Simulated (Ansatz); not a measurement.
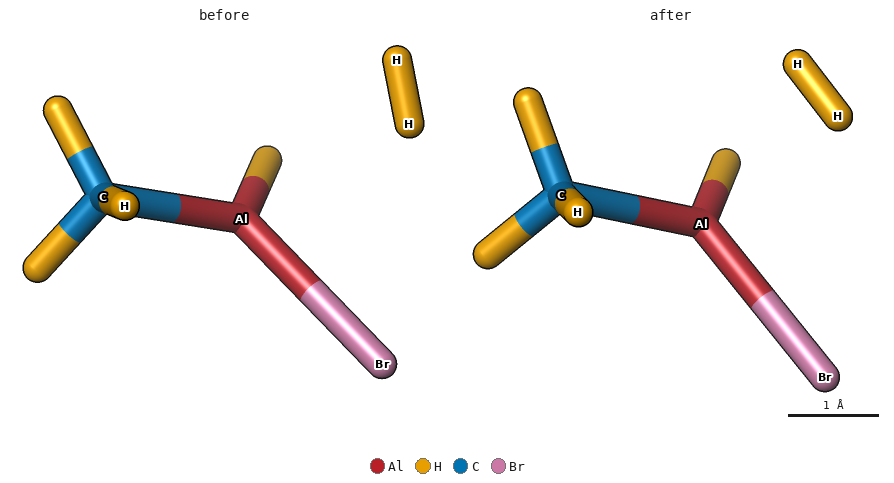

The structure of CH6AlBr before (left) and after (right) a relaxation, at one scale.

The picture is a stick view, seen at a tilt.

The run prepares an end point of a later path (reaction) calculation, from a guessed geometry.

Method: RKS PBE0-D4/def2-SVP (Ansatz 0.2.0). Settings: no spin polarisation; force threshold 0.03 eV/Å; at most 50 steps.

Q: What changed between the two?

A: Over 5 accepted moves (6 points after the start) the energy falls by 3.70 kcal/mol. Largest force component: 1.8 eV/Å at the start, 0.011 eV/Å at the end. The line search rejected the trial step at point 4 of the run. The atom that moves furthest after the best rigid fit is an H atom (0.54 Å). Largest moves by element: H 0.54 Å, Br 0.18 Å, Al 0.16 Å, C 0.13 Å. Among the contacts that change: Al–H 2.756 → 2.302 Å, Al–H 2.478 → 2.272 Å, Al–Br 2.376 → 2.284 Å, H–H 0.722 → 0.767 Å. Bond angles that change, for instance: C–Al–H 128.0° → 125.0°, C–Al–Br 116.2° → 118.2°.

Limits of the set-up: the start holds two separate molecules, 2.5 Å apart at their closest, whose relative position is a soft coordinate.
